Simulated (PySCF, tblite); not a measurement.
**C₇H₁₂BN: geometry, infrared bands and NMR shifts**

What infrared bands and NMR shifts should C₇H₁₂BN (`C[C@@H]1CCCCB1C#N`) show?

Programs: tblite 0.8.0 and PySCF 2.14.0, with density-fitted response routines of our own. Each step states its level of theory. These are calculated values for one molecule in the gas phase, unless marked as measured. Atoms are numbered from 0 throughout.

## 1. Starting geometry

21 atoms, charge 0, multiplicity 1; geometry from: force field or distance geometry start.

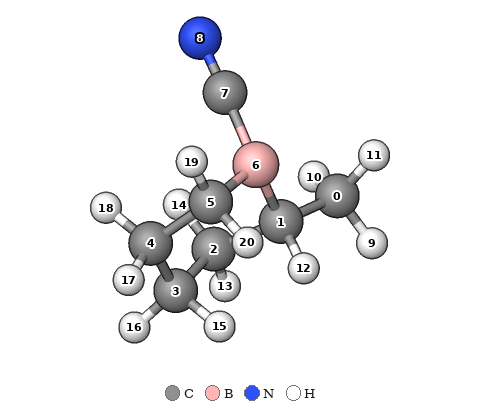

The starting geometry (carbon grey, boron pink, nitrogen blue, hydrogen white), atoms numbered.

## 2. Relaxing the molecule with GFN2-xTB

What the job is given:

```
{"job": {"kind": "relax", "xc": "GFN2-xTB", "basis": "xTB"}, "charge": 0, "multiplicity": 1}
C      2.275800    -0.912200     0.261900
C      0.844700    -0.519900     0.338700
C     -0.028100    -1.020900    -0.763600
C     -1.459000    -0.830000    -0.247600
C     -1.839300     0.609500    -0.086000
C     -0.941100     1.362100     0.870300
B      0.574100     1.038800     0.415500
C      1.100500     1.943500    -0.705900
N      1.479800     2.627600    -1.581100
H      2.385600    -1.893900     0.797600
H      2.598100    -1.087300    -0.782800
H      2.974100    -0.226900     0.759000
H      0.397300    -0.940400     1.304900
H      0.135300    -2.087900    -0.963600
H      0.116500    -0.435100    -1.698700
H     -1.436600    -1.276200     0.802700
H     -2.196300    -1.423600    -0.801700
H     -2.855000     0.614900     0.377800
H     -1.943000     1.141900    -1.046800
H     -1.131000     2.452400     0.888900
H     -1.061200     0.880500     1.859900
```

Launch:

```console
OMP_NUM_THREADS=1 python probes_run.py task.json out
```

The driver reads the jobs from task.json and runs them one after another.

Output:

```text
step      E/eV     max force
  0    -685.30630    2.807
  1    -685.50152    7.729
  2    -685.60066    3.843
  3    -685.77265    1.202
  4    -685.81319    0.545
  5    -685.86505    1.194
  6    -685.89274    0.815
  7    -685.91245    0.401
  8    -685.93325    0.533
  9    -685.95436    0.794
 10    -685.97088    0.698
 11    -685.98403    0.307
 12    -685.99405    0.322
 13    -686.00197    0.400
 14    -686.00890    0.261
 15    -686.01497    0.185
 16    -686.02087    0.227
 17    -686.02708    0.285
 18    -686.03372    0.226
 19    -686.04033    0.167
 20    -686.04679    0.239
 21    -686.05377    0.281
 22    -686.06174    0.268
 23    -686.06994    0.179
 24    -686.07688    0.168
 25    -686.08210    0.201
 26    -686.08681    0.253
 27    -686.09212    0.215
 28    -686.09742    0.145
 29    -686.10169    0.171
 30    -686.10514    0.181
 31    -686.10892    0.148
 32    -686.11374    0.150
 33    -686.11890    0.194
 34    -686.12311    0.192
 35    -686.12635    0.149
 36    -686.12927    0.131
 37    -686.13207    0.238
 38    -686.13488    0.146
 39    -686.13772    0.101
 40    -686.13958    0.093
 41    -686.14192    0.095
 42    -686.14435    0.106
 43    -686.14655    0.102
 44    -686.14854    0.090
 45    -686.15038    0.093
 46    -686.15196    0.145
 47    -686.15330    0.119
 48    -686.15460    0.103
 49    -686.15592    0.108
 50    -686.15710    0.095
 51    -686.15799    0.170
 52    -686.15862    0.076
 53    -686.15908    0.058
 54    -686.15947    0.051
 55    -686.15981    0.056
 56    -686.16021    0.055
 57    -686.16079    0.059
 58    -686.16159    0.074
 59    -686.16251    0.084
 60    -686.16340    0.093
 61    -686.16421    0.075
 62    -686.16517    0.063
 63    -686.16628    0.082
 64    -686.16742    0.128
 65    -686.16833    0.066
 66    -686.16903    0.189
 67    -686.16962    0.046
 68    -686.17019    0.069
 69    -686.17073    0.085
 70    -686.17136    0.082
 71    -686.17249    0.078
 72    -686.17380    0.091
 73    -686.17515    0.090
 74    -686.17649    0.074
 75    -686.17793    0.082
 76    -686.17961    0.096
 77    -686.18137    0.216
 78    -686.18260    0.156
 79    -686.18477    0.263
 80    -686.18702    0.371
 81    -686.18976    0.376
 82    -686.19210    0.368
 83    -686.19472    0.252
 84    -686.19646    0.556
 85    -686.20008    0.156
 86    -686.20327    0.325
 87    -686.20568    0.982
 88    -686.20939    0.230
 89    -686.21209    0.152
 90    -686.21398    0.368
 91    -686.21613    0.492
 92    -686.21973    0.241
 93    -686.22146    0.282
 94    -686.22317    0.171
 95    -686.22458    0.354
 96    -686.22647    0.090
 97    -686.22764    0.114
 98    -686.22843    0.080
 99    -686.22929    0.084
100    -686.23019    0.086
101    -686.23125    0.118
102    -686.23225    0.115
103    -686.23358    0.176
104    -686.23473    0.135
105    -686.23578    0.111
106    -686.23633    0.059
107    -686.23683    0.057
108    -686.23721    0.036
109    -686.23751    0.034
110    -686.23775    0.038
111    -686.23798    0.075
112    -686.23825    0.052
113    -686.23858    0.057
114    -686.23883    0.030
115    -686.23906    0.035
116    -686.23931    0.043
117    -686.23962    0.042
118    -686.23995    0.039
119    -686.24020    0.029
120    -686.24036    0.030
121    -686.24047    0.025
122    -686.24059    0.023
123    -686.24069    0.020
124    -686.24076    0.019
125    -686.24080    0.013
126    -686.24083    0.011
127    -686.24085    0.011
128    -686.24088    0.010
129    -686.24090    0.011
130    -686.24091    0.010
```

Run time: 1.1 s. Hardware: 1 thread of Arm Neoverse V1, shared host; peak memory 0.17 GiB.

Step by step: (not every step is listed)

```
step  energy from step 0 (eV)  largest force (eV/Å)
   0                   0.0000                2.8073
   1                  -0.1952                7.7290
   2                  -0.2944                3.8428
   3                  -0.4664                1.2020
   4                  -0.5069                0.5451
   5                  -0.5588                1.1943
   6                  -0.5864                0.8152
   7                  -0.6062                0.4014
   8                  -0.6270                0.5331
  19                  -0.7340                0.1666
  30                  -0.7988                0.1808
  41                  -0.8356                0.0945
  52                  -0.8523                0.0756
  63                  -0.8600                0.0816
  74                  -0.8702                0.0741
  85                  -0.8938                0.1556
  96                  -0.9202                0.0901
 107                  -0.9305                0.0569
 118                  -0.9337                0.0394
 125                  -0.9345                0.0128
 126                  -0.9345                0.0108
 127                  -0.9346                0.0111
 128                  -0.9346                0.0100
 129                  -0.9346                0.0110
 130                  -0.9346                0.0102
```

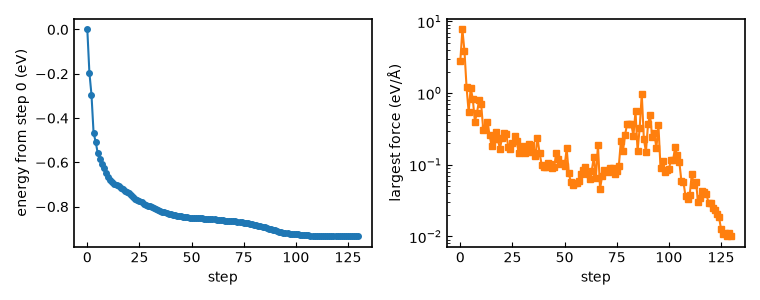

Energy and force, step by step.

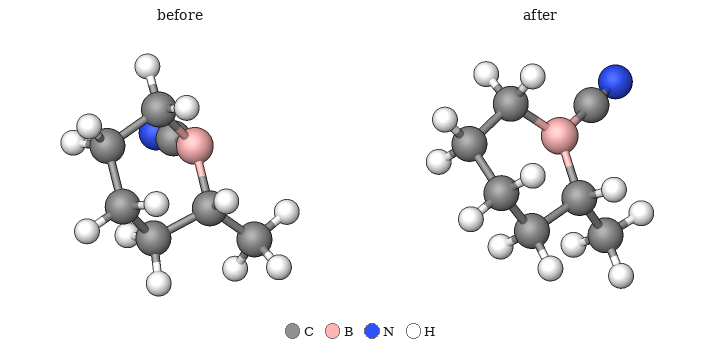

The geometry before (left) and after (right).

Distances of close pairs at the start and the end, largest changes first:

```
  bond  before (Å)  after (Å)  change (Å)
C3–H15       1.141      1.093      -0.048
 C0–C1       1.486      1.534      +0.048
 C1–C2       1.493      1.536      +0.044
C1–H12       1.145      1.103      -0.042
 C5–B6       1.615      1.573      -0.041
 C0–H9       1.124      1.089      -0.035
 C3–C4       1.498      1.526      +0.029
 C7–N8       1.174      1.150      -0.024
```

The final coordinates are the input of the step that follows.

## 3. Harmonic vibrations with GFN2-xTB

What the job is given:

```
{"job": {"kind": "ir", "xc": "GFN2-xTB", "basis": "xTB"}, "charge": 0, "multiplicity": 1}
C      2.254316    -0.774538    -0.367452
C      0.887833    -0.469416     0.258356
C     -0.204638    -1.346352    -0.372284
C     -1.594756    -0.977864     0.139504
C     -1.974536     0.440565    -0.277135
C     -1.024811     1.481167     0.328390
B      0.490842     1.059342     0.303939
C      1.571514     2.118739     0.442010
N      2.390652     2.918892     0.544434
H      2.485233    -1.835687    -0.287468
H      2.257499    -0.506516    -1.422197
H      3.040861    -0.210111     0.128566
H      0.954151    -0.756251     1.321137
H     -0.000029    -2.398791    -0.160385
H     -0.178484    -1.219990    -1.457488
H     -1.616661    -1.059710     1.229158
H     -2.326761    -1.682215    -0.262158
H     -3.002676     0.652976     0.025265
H     -1.931839     0.511351    -1.366626
H     -1.203916     2.454778    -0.134687
H     -1.282714     1.616571     1.386650
```

Output:

```text
mode    cm-1     km/mol
  1      47.8      3.16
  2     108.8      5.71
  3     125.3      2.39
  4     175.8      2.00
  5     225.1      2.47
  6     277.9      3.30
  7     290.1      0.84
  8     341.6      3.53
  9     348.7      0.15
 10     399.4      0.71
 11     465.0      0.64
 12     488.3      4.27
 13     527.0      5.33
 14     636.9     18.76
 15     730.7     56.36
 16     866.3      1.86
 17     879.9      0.95
 18     911.6      7.39
 19     949.1      5.39
 20     965.3      2.69
 21    1006.0     29.17
 22    1034.2      8.26
 23    1056.5     27.79
 24    1074.2     17.47
 25    1085.3     29.90
 26    1128.5     22.00
 27    1142.7     13.86
 28    1153.9      9.55
 29    1195.1      5.70
 30    1224.8      1.52
 31    1237.0      7.81
 32    1260.7      3.59
 33    1284.4     11.12
 34    1304.7     13.96
 35    1340.0      2.48
 36    1349.3      2.63
 37    1356.0      0.77
 38    1417.7      0.78
 39    1450.1     11.53
 40    1489.7      0.74
 41    1494.4      1.12
 42    1502.2      2.85
 43    1506.3      0.86
 44    1510.6      2.05
 45    2333.7     41.93
 46    2845.2     29.93
 47    2910.3     17.94
 48    2956.1     27.90
 49    2959.5     23.81
 50    2964.2     26.84
 51    2970.3     16.02
 52    2977.3     74.14
 53    2980.5    100.74
 54    2983.4     92.75
 55    3016.0     48.22
 56    3029.5     44.09
 57    3037.7     26.17
```

Run time: 0.83 s. Hardware: 1 thread of Arm Neoverse V1, shared host; peak memory 0.17 GiB.

Which atoms move in the most intense modes:

```
cm⁻¹  km/mol                                 atoms
 731    56.4  C5 23 %, B6 22 %, H19 18 %, H20 17 %
2334    41.9                      C7 58 %, N8 41 %
2845    29.9                              H12 93 %
2977    74.1                    H14 53 %, H13 19 %
2980   100.7          H15 36 %, H16 34 %, H18 16 %
2983    92.8          H18 36 %, H17 23 %, H16 22 %
3016    48.2                               H9 84 %
3030    44.1                    H10 71 %, H11 16 %
```

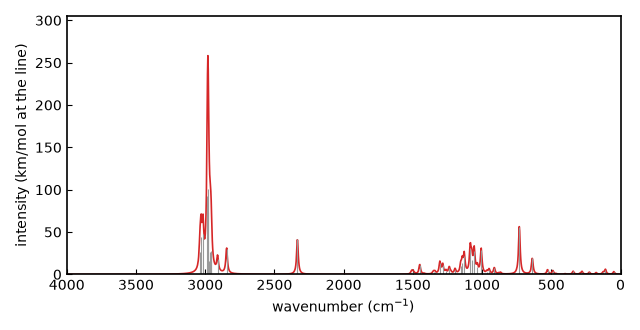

The infrared spectrum from these modes, unscaled. Lines are broadened to a width of 14 cm⁻¹ (Lorentzian).

## 4. Nuclear shieldings: PBE0/pcSseg-1

Same as in step 3 but for these lines:

```diff
@@ -1,2 +1,2 @@
-{"job": {"kind": "ir", "xc": "GFN2-xTB", "basis": "xTB"}, "charge": 0, "multiplicity": 1}
+{"job": {"kind": "nmr", "xc": "PBE0", "basis": "pcSseg-1"}, "charge": 0, "multiplicity": 1}
 C      2.254316    -0.774538    -0.367452
```

Method: GIAO PBE0/pcSseg-1 NMR shielding, non-relativistic, gas phase.

Output:

```text
coarse grid: 17192 points
cycle   1  E = -352.9836289515  dE =  9.948e-01  |g| = 4.971e-01  |ddm| = 4.014e+00
cycle   2  E = -352.9271479085  dE =  5.648e-02  |g| = 7.238e-01  |ddm| = 9.617e-01
cycle   3  E = -353.0416057754  dE = -1.145e-01  |g| = 2.073e-01  |ddm| = 5.457e-01
cycle   4  E = -353.0504797482  dE = -8.874e-03  |g| = 5.682e-02  |ddm| = 1.518e-01
cycle   5  E = -353.0511918887  dE = -7.121e-04  |g| = 1.165e-02  |ddm| = 4.922e-02
cycle   6  E = -353.0512234582  dE = -3.157e-05  |g| = 3.005e-03  |ddm| = 1.317e-02
cycle   7  E = -353.0512255603  dE = -2.102e-06  |g| = 6.124e-04  |ddm| = 2.599e-03
final grid: 165120 points
cycle   8  E = -353.1030781728  dE = -5.706e-05  |g| = 8.982e-03  |ddm| = 4.169e-02
cycle   9  E = -353.1030702417  dE =  7.931e-06  |g| = 1.069e-02  |ddm| = 1.698e-02
cycle  10  E = -353.1030986681  dE = -2.843e-05  |g| = 1.331e-03  |ddm| = 9.248e-03
cycle  11  E = -353.1030989651  dE = -2.970e-07  |g| = 6.891e-04  |ddm| = 1.131e-03
cycle  12  E = -353.1030990647  dE = -9.962e-08  |g| = 1.398e-04  |ddm| = 4.865e-04
cycle  13  E = -353.1030990691  dE = -4.398e-09  |g| = 3.382e-05  |ddm| = 1.294e-04
cycle  14  E = -353.1030990694  dE = -2.726e-10  |g| = 7.008e-06  |ddm| = 3.213e-05
converged SCF energy = -353.1030990694

GIAO shielding tensors (ppm)
atom      isotropic    diamagn.    paramagn.     s11        s22        s33       span
  0 C      166.869     245.071     -78.202    147.666    166.531    186.409     38.743
  1 C      147.965     251.384    -103.419    122.312    140.618    180.965     58.653
  2 C      149.702     247.870     -98.167    135.902    147.025    166.180     30.278
  3 C      155.841     247.501     -91.661    152.962    156.751    157.809      4.847
  4 C      158.903     246.622     -87.719    148.540    157.121    171.046     22.507
  5 C      155.351     252.122     -96.771    130.898    154.777    180.378     49.479
  6 B       23.914     187.771    -163.857    -78.105     30.894    118.953    197.058
  7 C       55.702     261.782    -206.079    -69.560    -57.160    293.827    363.387
  8 N     -127.118     337.935    -465.053   -301.158   -231.231    151.035    452.193
  9 H       30.583      28.994       1.589     26.006     28.915     36.827     10.821
 10 H       30.740      29.793       0.946     27.402     28.540     36.277      8.875
 11 H       29.705      29.227       0.478     24.988     28.038     36.088     11.100
 12 H       30.836      31.976      -1.140     25.830     31.107     35.571      9.741
 13 H       29.655      31.603      -1.948     24.651     29.242     35.071     10.420
 14 H       30.564      32.310      -1.746     26.553     30.324     34.815      8.263
 15 H       30.259      31.400      -1.141     26.498     28.875     35.402      8.904
 16 H       29.699      29.732      -0.033     24.533     28.040     36.526     11.993
 17 H       29.639      29.256       0.382     24.339     28.133     36.445     12.106
 18 H       30.357      30.729      -0.372     26.449     28.777     35.845      9.397
 19 H       29.666      29.483       0.183     24.765     29.110     35.122     10.357
 20 H       30.716      29.632       1.084     26.185     29.411     36.554     10.369
```

Wall time 58 s (1 thread of Arm Neoverse V1, shared host); peak memory 0.94 GiB.

The references, computed at this level on geometries of the same kind, shield at (ppm): ¹H TMS 31.72, ¹³C TMS 186.9, ¹⁵N NH3 267.7, ¹¹B BF3·OEt2 100.1. Their shielding less the atom's gives the shift. The references are single molecules in the gas phase, so shifts against H2O, NH3, PH3, H3PO4 or CFCl3 are not on the usual liquid scales and can be off by tens of ppm. Atoms listed in one row are averaged.

```
       atoms                                environment  σ (ppm)  δ (ppm)  δ scaled to CDCl3
          C7                             nitrile carbon     55.7    131.2              126.2
          C1                         sp3 CH bonded to B    148.0     39.0               36.1
          C2                          sp3 CH2 in a ring    149.7     37.2               34.4
          C5                        sp3 CH2 bonded to B    155.4     31.6               28.9
          C3                          sp3 CH2 in a ring    155.8     31.1               28.4
          C4                          sp3 CH2 in a ring    158.9     28.0               25.4
          C0                              methyl carbon    166.9     20.1               17.7
         H17           hydrogen on an sp3 CH2 in a ring    29.64     2.08               2.06
         H13           hydrogen on an sp3 CH2 in a ring    29.65     2.06               2.05
         H19         hydrogen on an sp3 CH2 bonded to B    29.67     2.05               2.04
         H16           hydrogen on an sp3 CH2 in a ring    29.70     2.02               2.01
         H15           hydrogen on an sp3 CH2 in a ring    30.26     1.46               1.48
H9, H10, H11                hydrogen on a methyl carbon    30.34     1.37               1.40
         H18           hydrogen on an sp3 CH2 in a ring    30.36     1.36               1.39
         H14           hydrogen on an sp3 CH2 in a ring    30.56     1.15               1.19
         H20         hydrogen on an sp3 CH2 bonded to B    30.72     1.00               1.05
         H12          hydrogen on an sp3 CH bonded to B    30.84     0.88               0.94
          B6  boron bonded to 3 C, in a 6-membered ring     23.9     76.2                  –
          N8                           nitrile nitrogen   -127.1    394.8                  –
```

The scaled column applies a straight-line fit of computed shieldings to shifts measured in CDCl3 (root-mean-square error 0.16 ppm for H, 1.9 ppm for C).

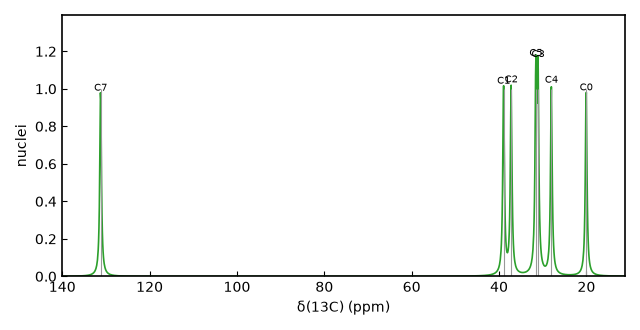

¹³C lines at the computed shifts, without couplings. Lines are broadened to a width of 0.44 ppm (Lorentzian).

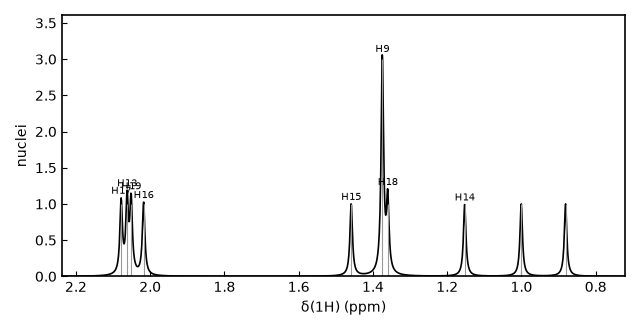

¹H lines at the computed shifts, without couplings. Lines are broadened to a width of 0.01 ppm (Lorentzian).

Charges from the same density, by scheme (e):

```
atoms  Mulliken    IAO  Hirshfeld  ESP fit
   C0     -0.20  -0.41      -0.12    -0.57
   C1     -0.58  -0.23      -0.08     0.35
   C2     -0.17  -0.25      -0.07    -0.13
   C3     -0.22  -0.26      -0.07    -0.04
   C4     -0.21  -0.24      -0.07     0.01
   C5     -0.47  -0.40      -0.13    -0.14
   B6      0.67   0.27       0.22     0.18
   C7     -0.10   0.04       0.01     0.18
   N8     -0.23  -0.19      -0.19    -0.39
```

IAO charges:

C0 -0.41; C1 -0.23; C2 -0.25; C3 -0.26; C4 -0.24; C5 -0.40; B6 0.27; C7 0.04; N8 -0.19; H9 0.14; H10 0.14; H11 0.15; H12 0.16; H13 0.13; H14 0.12; H15 0.12; H16 0.14; H17 0.14; H18 0.13; H19 0.16; H20 0.17

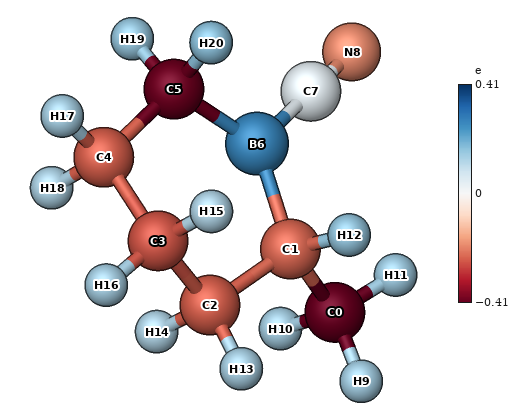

IAO charges, as colours on the atoms.

Mayer bond orders: C0–C1 1.06, C1–C2 1.01, C2–C3 1.04, C3–C4 1.04, C4–C5 1.04, C5–B6 1.01, B6–C7 0.92, C7–N8 2.88, B6–C1 0.93.

Ring of atoms C1, C2, C3, C4, C5, B6: NICS(0) 1.5, NICS(1) -1.3, NICS(1)zz 3.0 ppm (means of both faces).

## 5. What came out

| quantity | value |
| --- | --- |
| strongest single infrared mode (GFN2-xTB) | 2980 cm⁻¹, 101 km/mol |
| zero-point energy (GFN2-xTB) | 112.0 kcal/mol |
| ¹³C shifts against TMS (PBE0/pcSseg-1) | 131.2, 39.0, 37.2, 31.6, 31.1, 28.0, 20.1 ppm |
| ¹H shifts against TMS (PBE0/pcSseg-1, means over atoms taken as alike) | 2.08, 2.06, 2.05, 2.02, 1.46, 1.37, 1.36, 1.15, 1.00, 0.88 ppm |
| ¹¹B shifts against BF3·OEt2 (PBE0/pcSseg-1) | 76.2 ppm |
| ¹⁵N shifts against NH3 (PBE0/pcSseg-1) | 394.8 ppm |

**Reading.** Over 130 steps the energy fell by 0.935 eV; of the close pairs, C3–H15 changed most, 1.141 to 1.093 Å. No mode is imaginary among the 57: a minimum at this level. Unscaled tight-binding wavenumbers are off by several per cent, some by more. Its intensities can rank the bands wrongly. At PBE0/pcSseg-1: The widest tensor belongs to N8: span 452 ppm, with a paramagnetic part of -465 ppm.
